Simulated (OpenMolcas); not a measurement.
**Excited-state calculation of GaH$_{3}$F (charge −1) (part 2 of 3)**

Continued. System: GaH$_{3}$F, charge −1, SMILES [F][GaH3-]. Method: MC-PDFT (trevPBE)/ANO-S-VDZ (OpenMolcas 26.06). The geometry comes from this level: GFN2-xTB.

Geometry of the input (Å):
```
F  -0.5006  -0.4959  1.5331
Ga 0.0294  0.0269  -0.0843
H  -0.8739  1.2297  -0.4738
H  -0.1773  -1.1961  -1.0215
H  1.5223  0.4354  0.0466
```

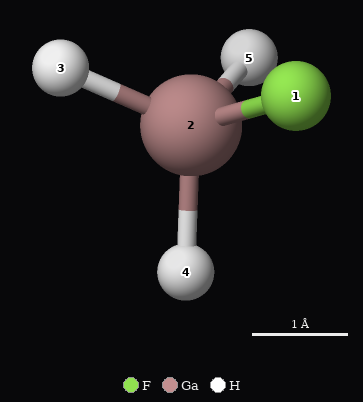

*The input geometry (ball-and-stick view, seen at a tilt; atoms are numbered from 1 in the order of the input). Sticks mark near contacts.*

Output, continued
```
      Mulliken charges per centre
      ---------------------------

                F1      GA2     H3      H4      H5
      Total    9.7510 30.2673  1.3496  1.3516  1.2804

      N-E     -0.7510  0.7327 -0.3496 -0.3516 -0.2804

      Total electronic charge=   44.000000

      Total            charge=   -1.000000
--

      Expectation values of various properties for root number:  1
      -----------------------------------------------------------

++    Molecular properties:
      ---------------------

      Charge (e):
                      =   -1.0000
      Dipole Moment (debye):
      Origin of the operator (angstrom)=   -0.0770   -0.0780    0.2403
                   X=  6.4939E-01               Y=  3.7404E-01               Z= -9.4987E-01           Total=  1.2099E+00
      Center of Charge (angstrom)
                     X=   -0.21224485               Y=   -0.15586524               Z=    0.43806228
      Quadrupole Moment (debye*angstrom):
      Origin of the operator (angstrom)=   -0.0770   -0.0780    0.2403
                  XX= -3.0243E+01              XY= -2.8745E-01              XZ=  1.2243E+00              YY= -3.0781E+01
                  YZ=  1.2531E+00              ZZ= -3.4250E+01
      In traceless form (debye*angstrom)
                  XX=  2.2719E+00              XY= -4.3118E-01              XZ=  1.8365E+00              YY=  1.4661E+00
                  YZ=  1.8796E+00              ZZ= -3.7381E+00
--

      LoProp population analysis for root number:  1
      -----------------------------------------------

++    LoProp analysis:
      ----------------

++    Static properties:
      ------------------

      LoProp Charges per center

                   F1       GA2      H3       H4       H5
      Nuclear      9.0000  31.0000   1.0000   1.0000   1.0000
      Electronic  -9.6919 -30.5515  -1.2628  -1.2616  -1.2322

      Total       -0.6919   0.4485  -0.2628  -0.2616  -0.2322
--

      Natural Bond Order analysis for root number:  1

++    Natural Bond Order analysis
      ---------------------------
      Based on LoProp computed density
      -------------------------------------------------------------------------------------
      Atom A       Atom B       Bond Order
      -------------------------------------------------------------------------------------
      NBO located      1.000 non-bonded electrons on atom F1
      NBO located      1.001 non-bonded electrons on atom F1
      NBO located      1.003 non-bonded electrons on atom F1
      NBO located      0.993 non-bonded electrons on atom GA2
      NBO located      0.997 non-bonded electrons on atom GA2
      NBO located      0.997 non-bonded electrons on atom GA2
      NBO located      0.997 non-bonded electrons on atom GA2
      NBO located      0.997 non-bonded electrons on atom GA2
      NBO located      0.998 non-bonded electrons on atom GA2
      NBO located      0.999 non-bonded electrons on atom GA2
      NBO located      0.999 non-bonded electrons on atom GA2
      NBO located      0.999 non-bonded electrons on atom GA2
      NBO located      1.000 non-bonded electrons on atom GA2
      NBO located      1.000 non-bonded electrons on atom GA2
      NBO located      1.000 non-bonded electrons on atom GA2
      NBO located      1.000 non-bonded electrons on atom GA2
      NBO located      1.000 non-bonded electrons on atom GA2
      The remaining    5.895 electrons are to be considered as diffuse
--

--

      Von Neumann Entropy (Root   2) =  1.10909

      Mulliken population analysis for root number:  2
      -----------------------------------------------

++    Molecular charges:
      ------------------

      Mulliken charges per centre
      ---------------------------

                F1      GA2     H3      H4      H5
      Total    9.7092 31.0003  1.1790  1.1718  0.9398

      N-E     -0.7092 -0.0003 -0.1790 -0.1718  0.0602

      Total electronic charge=   44.000000

      Total            charge=   -1.000000
--

      Expectation values of various properties for root number:  2
      -----------------------------------------------------------

++    Molecular properties:
      ---------------------

      Charge (e):
                      =   -1.0000
      Dipole Moment (debye):
      Origin of the operator (angstrom)=   -0.0770   -0.0780    0.2403
                   X=  2.4344E+00               Y=  7.8334E-01               Z= -9.1993E-01           Total=  2.7177E+00
      Center of Charge (angstrom)
                     X=   -0.58386307               Y=   -0.24107932               Z=    0.43182896
      Quadrupole Moment (debye*angstrom):
      Origin of the operator (angstrom)=   -0.0770   -0.0780    0.2403
                  XX= -3.4946E+01              XY= -4.7985E-01              XZ=  7.0283E+00              YY= -3.9660E+01
                  YZ=  6.9289E+00              ZZ= -6.0647E+01
      In traceless form (debye*angstrom)
                  XX=  1.5207E+01              XY= -7.1978E-01              XZ=  1.0542E+01              YY=  8.1364E+00
                  YZ=  1.0393E+01              ZZ= -2.3344E+01
--

      LoProp population analysis for root number:  2
      -----------------------------------------------

++    LoProp analysis:
      ----------------

++    Static properties:
      ------------------

      LoProp Charges per center

                   F1       GA2      H3       H4       H5
      Nuclear      9.0000  31.0000   1.0000   1.0000   1.0000
      Electronic  -9.7245 -31.1264  -1.1314  -1.1214  -0.8963

      Total       -0.7245  -0.1264  -0.1314  -0.1214   0.1037
--

      Natural Bond Order analysis for root number:  2

++    Natural Bond Order analysis
      ---------------------------
      Based on LoProp computed density
      -------------------------------------------------------------------------------------
      Atom A       Atom B       Bond Order
      -------------------------------------------------------------------------------------
      NBO located      0.961 non-bonded electrons on atom F1
      NBO located      0.999 non-bonded electrons on atom F1
      NBO located      1.019 non-bonded electrons on atom F1
      NBO located      1.010 non-bonded electrons on atom F1
      NBO located      0.990 non-bonded electrons on atom GA2
      NBO located      0.994 non-bonded electrons on atom GA2
      NBO located      1.001 non-bonded electrons on atom GA2
      NBO located      0.997 non-bonded electrons on atom GA2
      NBO located      0.997 non-bonded electrons on atom GA2
      NBO located      0.997 non-bonded electrons on atom GA2
      NBO located      0.998 non-bonded electrons on atom GA2
      NBO located      0.999 non-bonded electrons on atom GA2
      NBO located      0.999 non-bonded electrons on atom GA2
      NBO located      0.998 non-bonded electrons on atom GA2
      NBO located      1.000 non-bonded electrons on atom GA2
      NBO located      1.000 non-bonded electrons on atom GA2
      NBO located      1.000 non-bonded electrons on atom GA2
      NBO located      1.000 non-bonded electrons on atom GA2
      The remaining    4.444 electrons are to be considered as diffuse
--

--

      Von Neumann Entropy (Root   3) =  1.11008

      Mulliken population analysis for root number:  3
      -----------------------------------------------

++    Molecular charges:
      ------------------

      Mulliken charges per centre
      ---------------------------

                F1      GA2     H3      H4      H5
      Total    9.7067 31.0893  0.9909  1.0117  1.2015

      N-E     -0.7067 -0.0893  0.0091 -0.0117 -0.2015

      Total electronic charge=   44.000000

      Total            charge=   -1.000000
--

      Expectation values of various properties for root number:  3
      -----------------------------------------------------------

++    Molecular properties:
      ---------------------

      Charge (e):
                      =   -1.0000
      Dipole Moment (debye):
      Origin of the operator (angstrom)=   -0.0770   -0.0780    0.2403
                   X= -1.3301E+00               Y=  2.7866E-01               Z= -2.4659E+00           Total=  2.8155E+00
      Center of Charge (angstrom)
                     X=    0.19986855               Y=   -0.13600727               Z=    0.75368568
      Quadrupole Moment (debye*angstrom):
      Origin of the operator (angstrom)=   -0.0770   -0.0780    0.2403
                  XX= -3.9805E+01              XY= -3.7773E+00              XZ=  7.5596E+00              YY= -3.5595E+01
                  YZ=  7.7545E+00              ZZ= -5.8910E+01
      In traceless form (debye*angstrom)
                  XX=  7.4469E+00              XY= -5.6660E+00              XZ=  1.1339E+01              YY=  1.3763E+01
                  YZ=  1.1632E+01              ZZ= -2.1210E+01
--

      LoProp population analysis for root number:  3
      -----------------------------------------------

++    LoProp analysis:
      ----------------

++    Static properties:
      ------------------

      LoProp Charges per center

                   F1       GA2      H3       H4       H5
      Nuclear      9.0000  31.0000   1.0000   1.0000   1.0000
      Electronic  -9.7234 -31.1967  -0.9421  -0.9601  -1.1777

      Total       -0.7234  -0.1967   0.0579   0.0399  -0.1777
--

      Natural Bond Order analysis for root number:  3

++    Natural Bond Order analysis
      ---------------------------
      Based on LoProp computed density
      -------------------------------------------------------------------------------------
      Atom A       Atom B       Bond Order
      -------------------------------------------------------------------------------------
      NBO located      0.963 non-bonded electrons on atom F1
      NBO located      0.999 non-bonded electrons on atom F1
      NBO located      0.995 non-bonded electrons on atom F1
      NBO located      0.990 non-bonded electrons on atom GA2
      NBO located      0.993 non-bonded electrons on atom GA2
      NBO located      0.996 non-bonded electrons on atom GA2
      NBO located      0.997 non-bonded electrons on atom GA2
      NBO located      0.998 non-bonded electrons on atom GA2
      NBO located      0.998 non-bonded electrons on atom GA2
      NBO located      0.998 non-bonded electrons on atom GA2
      NBO located      0.999 non-bonded electrons on atom GA2
      NBO located      1.000 non-bonded electrons on atom GA2
      NBO located      1.000 non-bonded electrons on atom GA2
      NBO located      1.000 non-bonded electrons on atom GA2
      NBO located      1.000 non-bonded electrons on atom GA2
      NBO located      1.000 non-bonded electrons on atom GA2
      NBO located      1.000 non-bonded electrons on atom GA2
      The remaining    5.484 electrons are to be considered as diffuse
--

--

      Von Neumann Entropy (Root   4) =  1.07798

      Mulliken population analysis for root number:  4
      -----------------------------------------------

++    Molecular charges:
      ------------------

      Mulliken charges per centre
      ---------------------------

                F1      GA2     H3      H4      H5
      Total    9.7103 31.1242  1.0983  1.1374  0.9299

      N-E     -0.7103 -0.1242 -0.0983 -0.1374  0.0701

      Total electronic charge=   44.000000

      Total            charge=   -1.000000
--

      Expectation values of various properties for root number:  4
      -----------------------------------------------------------

++    Molecular properties:
      ---------------------

      Charge (e):
                      =   -1.0000
      Dipole Moment (debye):
      Origin of the operator (angstrom)=   -0.0770   -0.0780    0.2403
                   X=  1.2436E+00               Y=  1.6886E+00               Z= -2.3257E+00           Total=  3.1316E+00
      Center of Charge (angstrom)
                     X=   -0.33596086               Y=   -0.42955316               Z=    0.72449808
      Quadrupole Moment (debye*angstrom):
      Origin of the operator (angstrom)=   -0.0770   -0.0780    0.2403
                  XX= -4.1507E+01              XY=  1.1232E+01              XZ=  3.8483E+00              YY= -6.0612E+01
                  YZ= -1.9210E+00              ZZ= -4.4196E+01
      In traceless form (debye*angstrom)
                  XX=  1.0897E+01              XY=  1.6849E+01              XZ=  5.7725E+00              YY= -1.7761E+01
                  YZ= -2.8815E+00              ZZ=  6.8636E+00
--

      LoProp population analysis for root number:  4
      -----------------------------------------------

++    LoProp analysis:
      ----------------

++    Static properties:
      ------------------

      LoProp Charges per center

                   F1       GA2      H3       H4       H5
      Nuclear      9.0000  31.0000   1.0000   1.0000   1.0000
      Electronic  -9.6611 -31.0838  -1.2011  -1.1666  -0.8874

      Total       -0.6611  -0.0838  -0.2011  -0.1666   0.1126
--

      Natural Bond Order analysis for root number:  4

++    Natural Bond Order analysis
      ---------------------------
      Based on LoProp computed density
      -------------------------------------------------------------------------------------
      Atom A       Atom B       Bond Order
      -------------------------------------------------------------------------------------
      NBO located      1.005 non-bonded electrons on atom F1
      NBO located      1.000 non-bonded electrons on atom F1
      NBO located      0.996 non-bonded electrons on atom F1
      NBO located      0.991 non-bonded electrons on atom GA2
      NBO located      0.993 non-bonded electrons on atom GA2
      NBO located      0.995 non-bonded electrons on atom GA2
      NBO located      0.995 non-bonded electrons on atom GA2
      NBO located      0.997 non-bonded electrons on atom GA2
      NBO located      0.997 non-bonded electrons on atom GA2
      NBO located      0.998 non-bonded electrons on atom GA2
      NBO located      0.999 non-bonded electrons on atom GA2
      NBO located      1.000 non-bonded electrons on atom GA2
      NBO located      1.000 non-bonded electrons on atom GA2
      NBO located      1.000 non-bonded electrons on atom GA2
      NBO located      1.000 non-bonded electrons on atom GA2
      NBO located      1.000 non-bonded electrons on atom GA2
      NBO located      1.000 non-bonded electrons on atom GA2
      The remaining    4.798 electrons are to be considered as diffuse
--

--

      Von Neumann Entropy (Root   5) =  1.11363

      Mulliken population analysis for root number:  5
      -----------------------------------------------

++    Molecular charges:
      ------------------

      Mulliken charges per centre
      ---------------------------

                F1      GA2     H3      H4      H5
      Total    9.7062 31.2487  0.9082  0.9458  1.1911

      N-E     -0.7062 -0.2487  0.0918  0.0542 -0.1911

      Total electronic charge=   44.000000

      Total            charge=   -1.000000
--

      Expectation values of various properties for root number:  5
      -----------------------------------------------------------

++    Molecular properties:
      ---------------------
```
